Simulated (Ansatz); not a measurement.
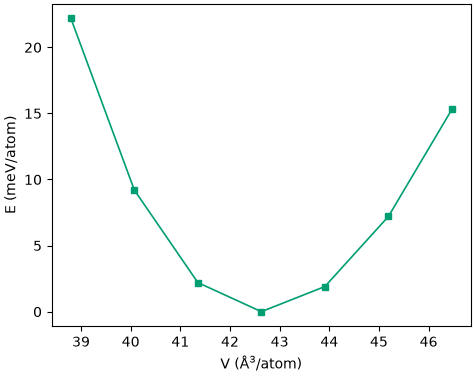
Figure. CsI (CsCl type, space group No. 221) under volume change, LDA in the plane-wave PAW code Ansatz, scaled uniformly.

Task: What does a third-order Birch–Murnaghan fit give for V₀, B₀ and B′?

Result: V₀ = 42.63 Å³/atom, B₀ = 17.0 GPa, B′ = 5.2.

Space group Pm-3m (CsCl type). The cell was relaxed with LDA under the symmetry of its start. Spin–orbit coupling is left out wherever it is not named.

Potentials: the later of the program's two PAW sets.
